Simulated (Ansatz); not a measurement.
# AlGe (quartet): one geometry, many settings at distance Ge1–Al2 = 2.723 Å

Aim: run AlGe (quartet) at one geometry under a spread of methods and options, and see what each costs and gives.

Computed with Ansatz 0.2.0, Gaussian basis. Level: the settings change from run to run.

15 further runs of the same task are left out: 13 that didn't finish, 2 set aside as unsound or not needed.

## 1. The geometry

The geometry derives from a PBE0/def2-TZVP stationary point (not a proven minimum). One bond is set to the value named and the two fragments are kept rigid. No spin-orbit coupling is included. The filled d shell of Ge may be among the frozen orbitals whatever the setting's name suggests; the logs give the count.

2 atoms, charge 0, spin multiplicity 4.

Atoms are counted from 1 here; the program's logs count them from 0.

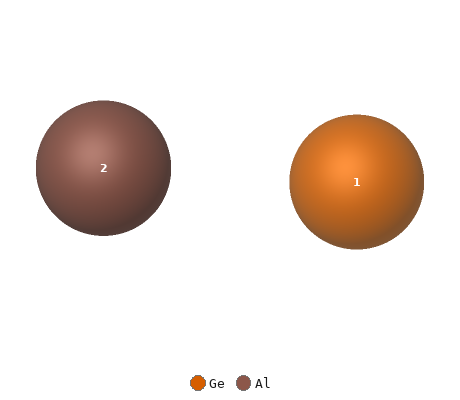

The structure; germanium orange, aluminium brown; atoms are numbered from 1 in the order of the file.

Geometry (Å):

```xyz
2
AlGe
Ge    0.0000    0.0000    0.0000
Al    0.0000    0.0000    2.7230
```

## 2. BCCD on UHF/STO-3G

The input, in.yaml:

```yaml
crystal:
  periodic: [false, false, false]
  atoms:
    - {symbol: Ge, position_ang: [0.000000, 0.000000, 0.000000]}
    - {symbol: Al, position_ang: [0.000000, 0.000000, 2.723000]}
basis:
  gaussian: {orbitals: STO-3G, point_charges: [{charge: -0.50, position_ang: [3.836, 0.968, 0.932]}]}
magnetization: {spin_polarized: true, initial_magnetization: 3}
correlation: {method: bccd, electrons: outside_noble_gas, diis_vectors: 4}
accuracy: high
```

On the command line:

```bash
$ ansatz run in.yaml --threads 1 --pin off --events-out ev --progress --plain --max-ram 2393MiB
```

Output (excerpt; [...] marks lines left out):

```text
Functional definition: HF
  name "HF"
  cite "Fock, Z. Phys. 61, 126 (1930) doi:10.1007/BF01340294"
  parent pbe
[...]
360 factors; integrals over basis functions are off by at most 4.7e-9 eV
[...]
mean field -62330.99861956 eV, -2290.6219498006 hartree, gradient 4.7e-8 eV, S^2 3.760539; 1 other end points of the search recorded, 0 dependent functions left out
determinant -62330.99861956 eV, -2290.6219498006 hartree, with singles and doubles -62332.21587167 eV, -2290.6666829904 hartree
determinant -62327.99006151 eV, -2290.5113873314 hartree, with singles and doubles -62329.04479628 eV, -2290.5501481194 hartree
19 core orbitals not correlated, not the lowest: weight in the atoms' cores, before any rotation towards them, 0.729 or more for the frozen orbitals, at most 0.269 for the correlated occupied ones
reference -62330.99861956 eV, -2290.6219498006 hartree; 5, 2 occupied and 3, 6 virtual orbitals, 360 factors
second order -0.71799889 eV of doubles, -0.00000000 eV of singles
cycle   1  -1.20981951 eV  change    7.4e-3 eV  update   9.1e-3
[...]
cycle  23  -1.20438710 eV  change   5.9e-11 eV  update  7.3e-10
Total energy: -62332.20300666 eV, -2290.6662102101 hartree
```

Wall time 0.6 s (1 thread of Arm Neoverse V1, shared host).

From the report: ⟨S²⟩ of the determinant 3.761 (pure quartet: 3.75); correlation -1.2044 eV; largest double amplitude 0.09.

## 3. BCCD on ROHF/cc-pVDZ

The input, in.yaml:

```yaml
crystal:
  periodic: [false, false, false]
  atoms:
    - {symbol: Ge, position_ang: [0.000000, 0.000000, 0.000000]}
    - {symbol: Al, position_ang: [0.000000, 0.000000, 2.723000]}
basis:
  gaussian: {orbitals: cc-pVDZ}
magnetization: {spin_polarized: false, initial_magnetization: 3}
correlation: {method: bccd, electrons: valence, diis_vectors: 12}
accuracy: high
```

Same command.

Output (excerpt; [...] marks lines left out):

```text
Functional definition: HF
  name "HF"
  cite "Fock, Z. Phys. 61, 126 (1930) doi:10.1007/BF01340294"
  parent pbe
[...]
842 factors; integrals over basis functions are off by at most 4.4e-9 eV
[...]
mean field -63054.65258810 eV, -2317.2157426342 hartree, gradient 5.1e-8 eV, S^2 3.750000; 3 other end points of the search recorded, 0 dependent functions left out
[...]
determinant -63054.65258810 eV, -2317.2157426342 hartree, with singles and doubles -63058.42278240 eV, -2317.3542947190 hartree
determinant -63052.76447954 eV, -2317.1463559243 hartree, with singles and doubles -63056.40023654 eV, -2317.2799675298 hartree
determinant -63052.61086869 eV, -2317.1407108298 hartree, with singles and doubles -63056.35824016 eV, -2317.2784241912 hartree
determinant -63052.03002936 eV, -2317.1193653781 hartree, with singles and doubles -63056.08940743 eV, -2317.2685447707 hartree
14 core orbitals not correlated: weight in the atoms' cores, before any rotation towards them, 1.000 or more for the frozen orbitals, at most 0.000 for the correlated occupied ones
reference -63054.65258810 eV, -2317.2157426342 hartree; 10, 7 occupied and 21, 24 virtual orbitals, 842 factors
second order -2.98798241 eV of doubles, -0.04085470 eV of singles
cycle   1  -3.76451803 eV  change    5.7e-3 eV  update   1.6e-2
[...]
cycle  23  -3.75606834 eV  change   3.8e-10 eV  update   1.7e-9
Total energy: -63058.40865644 eV, -2317.3537755997 hartree
```

Wall time 6 s (1 thread of Arm Neoverse V1, shared host).

From the report: correlation -3.7561 eV; largest double amplitude 0.07.

## 4. CCSD(T) on UHF/cc-pVDZ

The input, in.yaml:

```yaml
crystal:
  periodic: [false, false, false]
  atoms:
    - {symbol: Ge, position_ang: [0.000000, 0.000000, 0.000000]}
    - {symbol: Al, position_ang: [0.000000, 0.000000, 2.723000]}
basis:
  gaussian: {orbitals: cc-pVDZ}
magnetization: {spin_polarized: true, initial_magnetization: 3}
correlation: {method: ccsd_t, electrons: outside_noble_gas, diis_vectors: 1}
accuracy: high
scf: {lower_state_search: off}
output: {forces: true}
```

Same command.

Output (excerpt; [...] marks lines left out):

```text
Functional definition: HF
  name "HF"
  cite "Fock, Z. Phys. 61, 126 (1930) doi:10.1007/BF01340294"
  parent pbe
[...]
842 factors; integrals over basis functions are off by at most 4.4e-9 eV
[...]
mean field -63054.74138452 eV, -2317.2190058423 hartree, gradient 3.4e-8 eV, S^2 3.772265; 0 other end points of the search recorded, 0 dependent functions left out
19 core orbitals not correlated: weight in the atoms' cores, before any rotation towards them, 1.000 or more for the frozen orbitals, at most 0.000 for the correlated occupied ones
reference -63054.74138452 eV, -2317.2190058423 hartree; 5, 2 occupied and 21, 24 virtual orbitals, 842 factors
second order -2.45739078 eV of doubles, -0.00000000 eV of singles
cycle   1  -2.97575389 eV  change   -5.2e-1 eV  update   8.5e-2
[...]
cycle  35  -3.24649475 eV  change   3.1e-11 eV  update  5.7e-10
perturbative correction -0.13492704 eV, -0.0049584772 hartree
[...]
Total energy: -63058.12280631 eV, -2317.3432708009 hartree
Atom 0 at     0.000000     0.000000     0.000000 Å, force     0.000000    -0.000000     0.932255 eV/Å
Atom 1 at     0.000000     0.000000     2.723000 Å, force    -0.000000     0.000000    -0.932255 eV/Å
Dipole moment:     0.000000    -0.000000     0.357445 e Å
Checks for a lower state left out: starts, cluster_reference, orbital_swaps, neighbouring_geometries, increment
```

Run time: 4.1 s. Hardware: 1 thread of Arm Neoverse V1, shared host.

From the report: ⟨S²⟩ of the determinant 3.772 (pure quartet: 3.75); correlation -3.3814 eV; T1 0.040; largest double amplitude 0.07.

## 5. NEVPT2(5,9)/cc-pVDZ

The input, in.yaml:

```yaml
crystal:
  periodic: [false, false, false]
  atoms:
    - {symbol: Ge, position_ang: [0.000000, 0.000000, 0.000000]}
    - {symbol: Al, position_ang: [0.000000, 0.000000, 2.723000]}
basis:
  gaussian: {orbitals: cc-pVDZ}
magnetization: {spin_polarized: false, initial_magnetization: 3}
correlation: {method: sc_nevpt2, electrons: valence, active_space: {window: {electrons: 5, orbitals: 9}}}
```

Launched as before.

Output:

```text
Functional definition: HF
  name "HF"
  cite "Fock, Z. Phys. 61, 126 (1930) doi:10.1007/BF01340294"
  parent pbe
  exchange = exact_x
  correlation = 0
511 factors; integrals over basis functions are off by at most 8.9e-4 eV
mean field evaluation 1: about -63054.2655 eV, gradient 4.0e0 eV
mean field evaluation 2: about -63054.2900 eV, gradient 4.1e0 eV
mean field evaluation 4: about -63054.6147 eV, gradient 1.3e0 eV
mean field evaluation 8: about -63054.6505 eV, gradient 1.7e-1 eV
mean field -63054.65256602 eV, -2317.2157418228 hartree, gradient 4.2e-6 eV, S^2 3.750000; 0 other end points of the search recorded, 0 dependent functions left out
reference -63054.65256602 eV, -2317.2157418228 hartree; 24, 21 occupied and 21, 24 virtual orbitals, 511 factors
state -63055.92201337 eV, -2317.2623931523 hartree
state -63055.92201337 eV, -2317.2623931523 hartree; corrected -63058.13965145 eV, -2317.3438898484 hartree
Total energy: -63058.13965145 eV, -2317.3438898484 hartree
```

It took 11 s on 1 thread of Arm Neoverse V1, shared host.

From the report: 1,134 determinants; active occupations 1.90, 0.99, 0.98, 0.98, 0.05, 0.05, 0.03, 0.01, 0.01.

## 6. CCSDT(Q)/B on ROHF/def2-mTZVP

The input, in.yaml:

```yaml
crystal:
  periodic: [false, false, false]
  atoms:
    - {symbol: Ge, position_ang: [0.000000, 0.000000, 0.000000]}
    - {symbol: Al, position_ang: [0.000000, 0.000000, 2.723000]}
basis:
  gaussian: {orbitals: def2-mTZVP}
magnetization: {spin_polarized: false, initial_magnetization: 3}
correlation: {method: ccsdt_q_b, electrons: outside_noble_gas}
accuracy: high
```

Same command.

Output (excerpt; [...] marks lines left out):

```text
Functional definition: HF
  name "HF"
  cite "Fock, Z. Phys. 61, 126 (1930) doi:10.1007/BF01340294"
  parent pbe
[...]
890 factors; integrals over basis functions are off by at most 4.4e-9 eV
[...]
mean field -63055.33057218 eV, -2317.2406580893 hartree, gradient 1.0e-7 eV, S^2 3.750000; 1 other end points of the search recorded, 0 dependent functions left out
[...]
determinant -63055.33057218 eV, -2317.2406580893 hartree, with singles and doubles -63058.53066499 eV, -2317.3582593313 hartree
determinant -63053.34294618 eV, -2317.1676141812 hartree, with singles and doubles -63056.43431156 eV, -2317.2812197634 hartree
19 core orbitals not correlated: weight in the atoms' cores, before any rotation towards them, 1.000 or more for the frozen orbitals, at most 0.000 for the correlated occupied ones
reference -63055.33057218 eV, -2317.2406580893 hartree; 5, 2 occupied and 34, 37 virtual orbitals, 890 factors
second order -2.44713051 eV of doubles, -0.03450294 eV of singles
cycle   1  -2.93824681 eV  change   -4.6e-1 eV  update   8.8e-2
[...]
cycle  28  -3.34417752 eV  change  -5.0e-10 eV  update  3.3e-10
perturbative correction -0.00857619 eV, -0.0003151692 hartree
Total energy: -63058.68332588 eV, -2317.3638695155 hartree
```

Wall time 21 s (1 thread of Arm Neoverse V1, shared host); peak memory 0.3 GiB.

From the report: correlation -3.3528 eV; T1 0.046; largest double amplitude 0.09.

## 7. BCCD(T) on ROHF/cc-pVDZ

The input, in.yaml:

```yaml
crystal:
  periodic: [false, false, false]
  atoms:
    - {symbol: Ge, position_ang: [0.000000, 0.000000, 0.000000]}
    - {symbol: Al, position_ang: [0.000000, 0.000000, 2.723000]}
basis:
  gaussian: {orbitals: cc-pVDZ}
magnetization: {spin_polarized: false, initial_magnetization: 3}
correlation: {method: bccd_t, electrons: outside_noble_gas}
accuracy: high
```

Same command.

Output (excerpt; [...] marks lines left out):

```text
Functional definition: HF
  name "HF"
  cite "Fock, Z. Phys. 61, 126 (1930) doi:10.1007/BF01340294"
  parent pbe
[...]
842 factors; integrals over basis functions are off by at most 4.4e-9 eV
[...]
mean field -63054.65258810 eV, -2317.2157426342 hartree, gradient 5.1e-8 eV, S^2 3.750000; 3 other end points of the search recorded, 0 dependent functions left out
[...]
determinant -63054.65258810 eV, -2317.2157426342 hartree, with singles and doubles -63057.97423216 eV, -2317.3378108019 hartree
determinant -63052.76447954 eV, -2317.1463559243 hartree, with singles and doubles -63055.96230141 eV, -2317.2638737105 hartree
determinant -63052.61086869 eV, -2317.1407108298 hartree, with singles and doubles -63055.91668261 eV, -2317.2621972504 hartree
determinant -63052.03002936 eV, -2317.1193653781 hartree, with singles and doubles -63055.65080328 eV, -2317.2524263652 hartree
19 core orbitals not correlated: weight in the atoms' cores, before any rotation towards them, 1.000 or more for the frozen orbitals, at most 0.000 for the correlated occupied ones
reference -63054.65258810 eV, -2317.2157426342 hartree; 5, 2 occupied and 21, 24 virtual orbitals, 842 factors
second order -2.52950283 eV of doubles, -0.03020292 eV of singles
cycle   1  -3.31865341 eV  change    3.0e-3 eV  update   1.6e-2
[...]
cycle  24  -3.30986855 eV  change   2.6e-10 eV  update  5.6e-10
perturbative correction -0.14980202 eV, -0.0055051228 hartree
Total energy: -63058.11225868 eV, -2317.3428831829 hartree
```

Wall time 4.5 s (1 thread of Arm Neoverse V1, shared host).

From the report: correlation -3.4597 eV; largest double amplitude 0.07.

## 8. CCSDT on UHF/cc-pVDZ

The input, in.yaml:

```yaml
crystal:
  periodic: [false, false, false]
  atoms:
    - {symbol: Ge, position_ang: [0.000000, 0.000000, 0.000000]}
    - {symbol: Al, position_ang: [0.000000, 0.000000, 2.723000]}
basis:
  gaussian: {orbitals: cc-pVDZ}
magnetization: {spin_polarized: true, initial_magnetization: 3}
correlation: {method: ccsdt, electrons: valence}
```

Same command.

Output:

```text
Functional definition: HF
  name "HF"
  cite "Fock, Z. Phys. 61, 126 (1930) doi:10.1007/BF01340294"
  parent pbe
  exchange = exact_x
  correlation = 0
845 factors; integrals over basis functions are off by at most 1.5e-7 eV
mean field evaluation 1: about -63054.1351 eV, gradient 5.4e0 eV
mean field evaluation 2: about -63054.1769 eV, gradient 5.5e0 eV
mean field evaluation 4: about -63054.7001 eV, gradient 1.0e0 eV
mean field evaluation 8: about -63054.7406 eV, gradient 1.0e-1 eV
mean field evaluation 16: about -63054.1352 eV, gradient 5.4e0 eV
mean field evaluation 32: about -63053.6327 eV, gradient 4.5e0 eV
mean field evaluation 64: about -63053.0130 eV, gradient 3.6e-4 eV
mean field evaluation 96: about -63049.2472 eV, gradient 1.7e0 eV
mean field evaluation 128: about -63050.9718 eV, gradient 1.0e0 eV
mean field evaluation 160: about -63052.9573 eV, gradient 9.2e-1 eV
mean field evaluation 192: about -63052.8200 eV, gradient 2.7e-2 eV
mean field evaluation 224: about -63052.8201 eV, gradient 2.1e-3 eV
mean field -63054.74138438 eV, -2317.2190058372 hartree, gradient 9.1e-6 eV, S^2 3.772265; 6 other end points of the search recorded, 0 dependent functions left out
determinant -63054.74138438 eV, -2317.2190058372 hartree, with singles and doubles -63058.42656400 eV, -2317.3544336902 hartree
determinant -63053.01301879 eV, -2317.1554895734 hartree, with singles and doubles -63056.40905029 eV, -2317.2802914290 hartree
determinant -63052.82006151 eV, -2317.1483985240 hartree, with singles and doubles -63056.34521337 eV, -2317.2779454653 hartree
14 core orbitals not correlated: weight in the atoms' cores, before any rotation towards them, 1.000 or more for the frozen orbitals, at most 0.000 for the correlated occupied ones
reference -63054.74138438 eV, -2317.2190058372 hartree; 10, 7 occupied and 21, 24 virtual orbitals, 845 factors
second order -2.91580149 eV of doubles, -0.00000000 eV of singles
cycle   1  -3.40488652 eV  change   -4.9e-1 eV  update   9.4e-2
cycle   2  -3.75129431 eV  change   -3.5e-1 eV  update   4.8e-2
cycle   3  -3.86288649 eV  change   -1.1e-1 eV  update   3.2e-2
cycle   4  -3.87149383 eV  change   -8.6e-3 eV  update   1.7e-2
cycle   5  -3.88419619 eV  change   -1.3e-2 eV  update   9.5e-3
cycle   6  -3.88674537 eV  change   -2.5e-3 eV  update   5.1e-3
cycle   7  -3.88596913 eV  change    7.8e-4 eV  update   1.9e-3
cycle   8  -3.88682497 eV  change   -8.6e-4 eV  update   8.7e-4
cycle   9  -3.88730622 eV  change   -4.8e-4 eV  update   4.0e-4
cycle  10  -3.88674591 eV  change    5.6e-4 eV  update   1.8e-4
cycle  11  -3.88691489 eV  change   -1.7e-4 eV  update   8.0e-5
cycle  12  -3.88696943 eV  change   -5.5e-5 eV  update   3.9e-5
cycle  13  -3.88699457 eV  change   -2.5e-5 eV  update   1.8e-5
cycle  14  -3.88699381 eV  change    7.7e-7 eV  update   8.3e-6
cycle  15  -3.88698557 eV  change    8.2e-6 eV  update   4.1e-6
cycle  16  -3.88698464 eV  change    9.3e-7 eV  update   1.9e-6
Total energy: -63058.62836902 eV, -2317.3618498881 hartree
```

It took 13 s on 1 thread of Arm Neoverse V1, shared host.

From the report: ⟨S²⟩ of the determinant 3.772 (pure quartet: 3.75); correlation -3.8870 eV; T1 0.029; largest double amplitude 0.08.

## 9. HF/def2-SVP

The input, in.yaml:

```yaml
crystal:
  periodic: [false, false, false]
  atoms:
    - {symbol: Ge, position_ang: [0.000000, 0.000000, 0.000000]}
    - {symbol: Al, position_ang: [0.000000, 0.000000, 2.723000]}
basis:
  gaussian: {orbitals: def2-SVP}
magnetization: {spin_polarized: true, initial_magnetization: 3}
hamiltonian: {xc: hf}
scf: {lower_state_search: light}
output: {forces: true, orbitals: {seedname: orbitals}}
```

Launched as before.

Output (excerpt; [...] marks lines left out):

```text
Functional definition: HF
  name "HF"
  cite "Fock, Z. Phys. 61, 126 (1930) doi:10.1007/BF01340294"
  parent pbe
[...]
471 factors; integrals over basis functions are off by at most 1.0e-3 eV
[...]
mean field -63046.11899075 eV, -2316.9021387156 hartree, gradient 2.4e-5 eV, S^2 3.772869; 1 other end points of the search recorded, 0 dependent functions left out
[...]
reference -63046.11899075 eV, -2316.9021387156 hartree; 24, 21 occupied and 26, 29 virtual orbitals, 471 factors
Total energy: -63046.11899075 eV, -2316.9021387156 hartree
Atom 0 at     0.000000     0.000000     0.000000 Å, force     0.000000     0.000000     0.801387 eV/Å
Atom 1 at     0.000000     0.000000     2.723000 Å, force    -0.000000    -0.000000    -0.801387 eV/Å
Dipole moment:     0.000000    -0.000000     0.563150 e Å
```

Run time: 1 s. Hardware: 1 thread of Arm Neoverse V1, shared host.

From the report: ⟨S²⟩ of the determinant 3.773 (pure quartet: 3.75).

## 10. BCCD(T)/6-31G

The input, in.yaml:

```yaml
crystal:
  periodic: [false, false, false]
  atoms:
    - {symbol: Ge, position_ang: [0.000000, 0.000000, 0.000000]}
    - {symbol: Al, position_ang: [0.000000, 0.000000, 2.723000]}
basis:
  gaussian: {orbitals: 6-31G}
magnetization: {spin_polarized: true, initial_magnetization: 3}
hamiltonian: {xc: {name: PBE0}}
correlation: {method: bccd_t, electrons: all}
scf: {lower_state_search: light}
output: {forces: true}
```

Same command.

Output (excerpt; [...] marks lines left out):

```text
Functional definition: PBE0
  name "PBE0"
  cite "Adamo & Barone, J. Chem. Phys. 110, 6158 (1999) doi:10.1063/1.478522"
  cite "Perdew, Burke & Ernzerhof, Phys. Rev. Lett. 77, 3865 (1996) doi:10.1103/PhysRevLett.77.3865"
  parent pbe
[...]
388 factors; integrals over basis functions are off by at most 4.5e-4 eV
[...]
mean field -63092.86047044 eV, -2318.6198564119 hartree, gradient 2.0e-6 eV, S^2 3.755345; 0 other end points of the search recorded, 0 dependent functions left out
reference -63045.53404120 eV, -2316.8806422162 hartree; 24, 21 occupied and 18, 21 virtual orbitals, 388 factors
second order -7.37657119 eV of doubles, -0.21720708 eV of singles
cycle   1  -7.02648355 eV  change    5.6e-1 eV  update   8.9e-2
[...]
cycle  15  -7.37662782 eV  change    1.2e-6 eV  update   7.2e-7
perturbative correction -0.16385015 eV, -0.0060213819 hartree
[...]
Total energy: -63053.07451917 eV, -2317.1577496705 hartree
Atom 0 at     0.000000     0.000000     0.000000 Å, force     0.000000    -0.000000     0.638869 eV/Å
Atom 1 at     0.000000     0.000000     2.723000 Å, force    -0.000000     0.000000    -0.638869 eV/Å
Dipole moment:    -0.000000    -0.000000     0.438881 e Å
```

It took 31 s on 1 thread of Arm Neoverse V1, shared host; peak memory 0.37 GiB.

From the report: ⟨S²⟩ of the determinant 3.755 (pure quartet: 3.75); correlation -7.5405 eV; largest double amplitude 0.08.

## 11. The runs in one table

Where basis and cores are those of an earlier FCI/cc-pVDZ run (-63058.1681 eV), and the state is the same kind, the miss against it is given.

| level | correlated | functions | energy (eV) | from FCI (meV) | time |
| --- | --- | --- | --- | --- | --- |
| BCCD on UHF/STO-3G (beside a point charge) | outside noble gas | 27 | -62332.2030 |  | 0.6 s |
| BCCD on ROHF/cc-pVDZ | valence | 45 | -63058.4087 |  | 6 s |
| CCSD(T) on UHF/cc-pVDZ | outside noble gas | 45 | -63058.1228 | 45.3 | 4.1 s |
| NEVPT2(5,9)/cc-pVDZ | valence | 45 | -63058.1397 |  | 11 s |
| CCSDT(Q)/B on ROHF/def2-mTZVP | outside noble gas | 58 | -63058.6833 |  | 21 s |
| BCCD(T) on ROHF/cc-pVDZ | outside noble gas | 45 | -63058.1123 | 55.9 | 4.5 s |
| CCSDT on UHF/cc-pVDZ | valence | 45 | -63058.6284 |  | 13 s |
| HF/def2-SVP |  | 50 | -63046.1190 |  | 1 s |
| BCCD(T)/6-31G (on PBE0 orbitals) | all | 42 | -63053.0745 |  | 31 s |

## 12. Outcome

```
quantity                                              value
    runs                                                  9
quickest  BCCD on UHF/STO-3G (beside a point charge), 0.6 s
 slowest             BCCD(T)/6-31G (on PBE0 orbitals), 31 s
```

**Reading.** Total energies in different bases, with other cores or another treatment of relativity can't be set against each other. BCCD(T)/6-31G (on PBE0 orbitals) took 52 times as long as BCCD on UHF/STO-3G (beside a point charge); the jobs differ in more than the method. Among the correlated runs with a miss given, it spans +45 to +56 meV.
